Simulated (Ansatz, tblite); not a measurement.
# Sn9H16 ring disc (SiSn₈H₁₆): one state, many levels

Aim: run the singlet of Sn9H16 ring disc (SiSn₈H₁₆) at one geometry on many levels, and compare frontier levels, spin and run time.

Method: as each input shows; program: Ansatz 0.2.0, Gaussian basis.

Levels to be run: GFN1-xTB, GFN2-xTB, PBE-D4/def2-SVP, r2SCAN-D4/def2-SVP, MP2/def2-SVP, RPA/def2-SVP.

9 further runs of the same task are left out: 7 that didn't finish, 2 set aside as unsound or not needed. Runs told in other sessions of the task aren't counted.

## 1. The geometry

The singlet was relaxed beforehand with PBE-D4/def2-SVP.

25 atoms, charge 0, spin multiplicity 1.

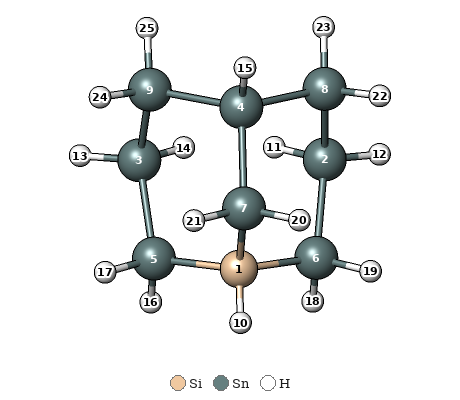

The structure; silicon light orange, tin teal, hydrogen white; atoms are numbered from 1 in the order of the file.

Sn takes a core potential in the def2 sets. No spin-orbit coupling is included.

PBE0-D4/def2-SVP was run before; its log isn't repeated, and its numbers join the tables.

## 2. GFN1-xTB

Tight binding, by tblite at 300 K electronic temperature and without a spin-polarisation term:

```python
tblite.interface.Calculator('GFN1-xTB', numbers, positions, charge=0, uhf=0).singlepoint()
```

Energy -831.8441 eV, HOMO -10.59 eV, LUMO -7.74 eV; 0.026 s.

## 3. GFN2-xTB

Tight binding, by tblite at 300 K electronic temperature and without a spin-polarisation term:

```python
tblite.interface.Calculator('GFN2-xTB', numbers, positions, charge=0, uhf=0).singlepoint()
```

Energy -728.2641 eV, HOMO -10.60 eV, LUMO -8.55 eV; 0.034 s.

## 4. PBE-D4/def2-SVP

start.molden holds the orbitals of an earlier run on this state, given as this run's starting guess.

The input, in.yaml:

```yaml
crystal:
  periodic: [false, false, false]
  atoms:
    - {symbol: Si, position_ang: [-1.543608, -1.546168, 1.249327]}
    - {symbol: Sn, position_ang: [1.739131, -1.742505, -1.827381]}
    - {symbol: Sn, position_ang: [-1.745659, 1.733210, -1.829335]}
    - {symbol: Sn, position_ang: [1.598569, 1.606128, 1.313443]}
    - {symbol: Sn, position_ang: [-3.128861, -0.083637, -0.193180]}
    - {symbol: Sn, position_ang: [-0.077542, -3.128212, -0.193135]}
    - {symbol: Sn, position_ang: [-0.083023, -0.079361, 2.815289]}
    - {symbol: Sn, position_ang: [3.289393, 0.015895, -0.278346]}
    - {symbol: Sn, position_ang: [0.004089, 3.292037, -0.279340]}
    - {symbol: H, position_ang: [-2.419784, -2.423549, 2.118910]}
    - {symbol: H, position_ang: [0.867955, -0.835992, -3.020059]}
    - {symbol: H, position_ang: [2.746647, -2.875317, -2.673566]}
    - {symbol: H, position_ang: [-2.878168, 2.736137, -2.681176]}
    - {symbol: H, position_ang: [-0.831161, 0.863186, -3.016781]}
    - {symbol: H, position_ang: [2.560864, 2.568695, 2.400476]}
    - {symbol: H, position_ang: [-4.146947, -1.110648, -1.153188]}
    - {symbol: H, position_ang: [-4.159540, 0.819576, 0.872075]}
    - {symbol: H, position_ang: [-1.103514, -4.144909, -1.155833]}
    - {symbol: H, position_ang: [0.823859, -4.160469, 0.872050]}
    - {symbol: H, position_ang: [0.867587, -1.107341, 3.841838]}
    - {symbol: H, position_ang: [-1.115387, 0.870123, 3.838591]}
    - {symbol: H, position_ang: [4.327147, -0.916244, 0.755631]}
    - {symbol: H, position_ang: [4.309898, 1.004731, -1.276410]}
    - {symbol: H, position_ang: [-0.930964, 4.327960, 0.753623]}
    - {symbol: H, position_ang: [0.991220, 4.314174, -1.277425]}
basis:
  gaussian: {orbitals: def2-SVP, initial_orbitals: start.molden}
hamiltonian: {xc: pbe, dispersion: d4}
scf: {omitted_lower_state_checks: [starts]}
output: {orbitals: {seedname: orbitals}}
```

Command:

```console
> ansatz run in.yaml --threads 4 --pin off --events-out ev --progress --plain --max-ram 6963MiB
```

The log of the run:

```text
Functional definition: PBE
  name "PBE"
  cite "Perdew, Burke & Ernzerhof, Phys. Rev. Lett. 77, 3865 (1996) doi:10.1103/PhysRevLett.77.3865"
  parent pbe
  parameter kappa = 0.804
  parameter beta = 0.06672455060314922
  exchange = pbe_x(kappa = kappa, mu = beta*pi^2/3)
  correlation = pbe_c(beta = beta)
these checks for a lower state are left out or cut short: starts
3452 factors; their error is unknown
mean field evaluation 1: about -54782.7909 eV, gradient 8.6e0 eV
mean field evaluation 2: about -54783.0754 eV, gradient 2.5e-1 eV
mean field evaluation 4: about -54783.0144 eV, gradient 5.0e-4 eV
mean field -54783.01436196 eV, -2013.2386445412 hartree, gradient 1.3e-5 eV, S^2 0.000000; 0 other end points of the search recorded, 0 dependent functions left out
reference -54783.01444975 eV, -2013.2386477675 hartree; 103, 103 occupied and 203, 203 virtual orbitals, 3452 factors
Total energy: -54784.26941926 eV, -2013.2847670464 hartree
Checks for a lower state left out: starts
```

Run time: 9.5 s. Hardware: 4 threads of Arm Neoverse V2, shared host; peak memory 0.86 GiB.

HOMO -6.16 eV, LUMO -2.22 eV.

## 5. r2SCAN-D4/def2-SVP

Changes to in.yaml since step 4:

```diff
@@ -30,3 +30,3 @@
   gaussian: {orbitals: def2-SVP, initial_orbitals: start.molden}
-hamiltonian: {xc: pbe, dispersion: d4}
+hamiltonian: {xc: r2scan, dispersion: d4}
 scf: {omitted_lower_state_checks: [starts]}
```

The command is unchanged.

The log of the run:

```text
Functional definition: r2SCAN
  name "r2SCAN"
  cite "Furness, Kaplan, Ning, Perdew & Sun, J. Phys. Chem. Lett. 11, 8208 (2020) doi:10.1021/acs.jpclett.0c02405"
  cite "Furness, Kaplan, Ning, Perdew & Sun, J. Phys. Chem. Lett. 11, 9248 (2020) doi:10.1021/acs.jpclett.0c03077"
  parent r2scan
  parameter k0 = 0.174
  parameter k1 = 0.065
  parameter a1 = 4.9479
  exchange = r2scan_x(k0 = k0, k1 = k1, a1 = a1)
  correlation = r2scan_c
these checks for a lower state are left out or cut short: starts
3452 factors; their error is unknown
mean field evaluation 1: about -54805.5395 eV, gradient 6.7e0 eV
mean field evaluation 2: about -54805.6580 eV, gradient 1.1e-1 eV
mean field evaluation 4: about -54805.6064 eV, gradient 1.5e-4 eV
mean field -54805.60644901 eV, -2014.0688884268 hartree, gradient 1.8e-5 eV, S^2 0.000000; 0 other end points of the search recorded, 0 dependent functions left out
reference -54805.60647425 eV, -2014.0688893544 hartree; 103, 103 occupied and 203, 203 virtual orbitals, 3452 factors
Total energy: -54805.93420865 eV, -2014.0809333715 hartree
Checks for a lower state left out: starts
```

Run time: 20 s. Hardware: 4 threads of Arm Neoverse V2, shared host; peak memory 0.95 GiB.

From the report: HOMO -6.41 eV, LUMO -2.05 eV.

## 6. MP2/def2-SVP

Changes to in.yaml since step 5:

```diff
@@ -30,3 +30,3 @@
   gaussian: {orbitals: def2-SVP, initial_orbitals: start.molden}
-hamiltonian: {xc: r2scan, dispersion: d4}
+correlation: {method: mp2}
 scf: {omitted_lower_state_checks: [starts]}
```

The command is unchanged.

The log of the run:

```text
Functional definition: HF
  name "HF"
  cite "Fock, Z. Phys. 61, 126 (1930) doi:10.1007/BF01340294"
  parent pbe
  exchange = exact_x
  correlation = 0
these checks for a lower state are left out or cut short: starts
3720 factors; integrals over basis functions are off by at most 5.9e-4 eV
mean field evaluation 1: about -54555.7162 eV, gradient 2.4e1 eV
mean field evaluation 2: about -54557.9767 eV, gradient 1.6e0 eV
mean field evaluation 4: about -54558.0275 eV, gradient 3.6e-1 eV
mean field evaluation 8: about -54558.0276 eV, gradient 1.3e-5 eV
mean field -54558.02763392 eV, -2004.9705347872 hartree, gradient 2.6e-6 eV, S^2 0.000000; 0 other end points of the search recorded, 0 dependent functions left out
37 core orbitals not correlated: weight in the atoms' cores, before any rotation towards them, 1.000 or more for the frozen orbitals, at most 0.000 for the correlated occupied ones
reference -54558.02763392 eV, -2004.9705347872 hartree; 66, 66 occupied and 203, 203 virtual orbitals, 3720 factors
second order -27.37447983 eV of doubles, -0.00000000 eV of singles
Total energy: -54585.40211375 eV, -2005.9765283659 hartree
Checks for a lower state left out: starts
```

It took 31 s on 4 threads of Arm Neoverse V2, shared host; peak memory 2 GiB.

Report: Hartree-Fock HOMO -8.89 eV, LUMO 1.65 eV.

## 7. RPA/def2-SVP

Changes to in.yaml since step 6:

```diff
@@ -30,4 +30,4 @@
   gaussian: {orbitals: def2-SVP, initial_orbitals: start.molden}
-correlation: {method: mp2}
+hamiltonian: {xc: pbe}
+correlation: {method: rpa}
 scf: {omitted_lower_state_checks: [starts]}
-output: {orbitals: {seedname: orbitals}}
```

Launched as before.

The log of the run, shortened:

```text
Functional definition: PBE
  name "PBE"
  cite "Perdew, Burke & Ernzerhof, Phys. Rev. Lett. 77, 3865 (1996) doi:10.1103/PhysRevLett.77.3865"
  parent pbe
[...]
3720 factors; integrals over basis functions are off by at most 5.9e-4 eV
[...]
mean field -54783.01433277 eV, -2013.2386434687 hartree, gradient 2.5e-6 eV, S^2 0.000000; 0 other end points of the search recorded, 0 dependent functions left out
37 core orbitals not correlated: weight in the atoms' cores, before any rotation towards them, 1.000 or more for the frozen orbitals, at most 0.000 for the correlated occupied ones
reference -54553.77537207 eV, -2004.8142670466 hartree; 66, 66 occupied and 203, 203 virtual orbitals, 3720 factors
Total energy: -54604.79866381 eV, -2006.6893384332 hartree
Checks for a lower state left out: starts
```

It took 39 s on 4 threads of Arm Neoverse V2, shared host; peak memory 2.1 GiB.

## 8. Levels side by side

| level | functions | HOMO (eV) | LUMO (eV) | gap (eV) | time |
| --- | --- | --- | --- | --- | --- |
| PBE-D4/def2-SVP | 306 | -6.16 | -2.22 | 3.94 | 9.5 s |
| r2SCAN-D4/def2-SVP | 306 | -6.41 | -2.05 | 4.36 | 20 s |
| PBE0-D4/def2-SVP | 306 | -7.05 | -1.46 | 5.59 | 27 s |

Energy pieces by basis (eV):

| basis | HF | MP2 correlation | total |
| --- | --- | --- | --- |
| def2-SVP | -54558.0276 | -27.3745 | -54585.4021 (MP2) |

## 9. Binding energy

Free atoms were run apart at each level; binding is atoms less cluster, divided by the number of atoms, without zero-point or spin-orbit terms.

| level | binding an atom (eV) |
| --- | --- |
| HF/def2-SVP | 1.676 |
| PBE-D4/def2-SVP | 2.428 |
| r2SCAN-D4/def2-SVP | 2.439 |
| PBE0-D4/def2-SVP | 2.426 |
| MP2/def2-SVP | 2.235 |

## 10. Summary of results

```
                                                quantity                                  value
gap in def2-SVP, named functionals, smallest and largest    3.94 eV (PBE-D4), 5.59 eV (PBE0-D4)
                        correlation energy, MP2/def2-SVP                              -27.37 eV
                binding an atom, functionals in def2-SVP  2.43 (PBE0-D4) to 2.44 eV (r2SCAN-D4)
```

What this shows: Orbital gaps of the named functionals in def2-SVP span 3.94 eV (PBE-D4) to 5.59 eV (PBE0-D4); exact exchange widens it.

The slowest run with a step of its own, RPA/def2-SVP, took 39 s; the quickest functional in def2-SVP took 9.5 s (shared host).
